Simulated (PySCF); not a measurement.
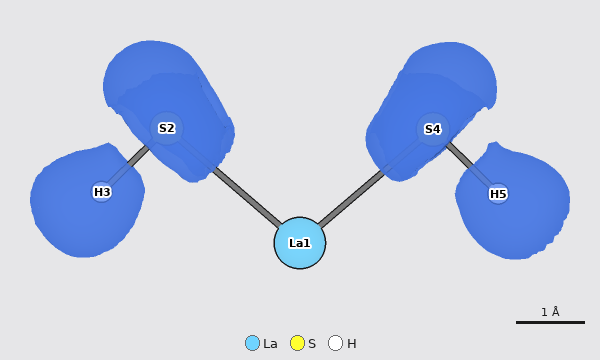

Figure 1: H2LaS2 (charge +1). Isosurface of the electron localisation function at 0.85 (blue), seen across its widest extent. Core shells and regions of very low density are left out.

Core potentials replace the inner electrons of La.

Computed with RKS PBE0, La def2-SVP with ECP46, S def2-SVP, H def2-SVP; non-relativistic Hamiltonian with scalar-relativistic core potentials where named; density fitting (PySCF 2.14.0).

```xyz
5

La    0.0000    0.0000   -0.8237
S     1.9780   -0.1137    0.8737
H     2.9457   -0.2082   -0.0756
S    -1.9780    0.1137    0.8737
H    -2.9457    0.2082   -0.0756
```

> Identify the bonds, lone pairs and shells in this picture.

The ELF exceeds this value in two regions around hydrogen nuclei and two regions wrapped around S (the valence shell of each).

Values along the shortest contacts:
La–S (2.61 Å): the ELF peaks at about 0.85 in the valence shell of S, 0.9 Å from its nucleus, and is about 0.40 at the midpoint; a closed-shell, largely ionic contact. S–H (1.36 Å): the ELF climbs to about 1 towards the hydrogen, as it does in any bond to H.
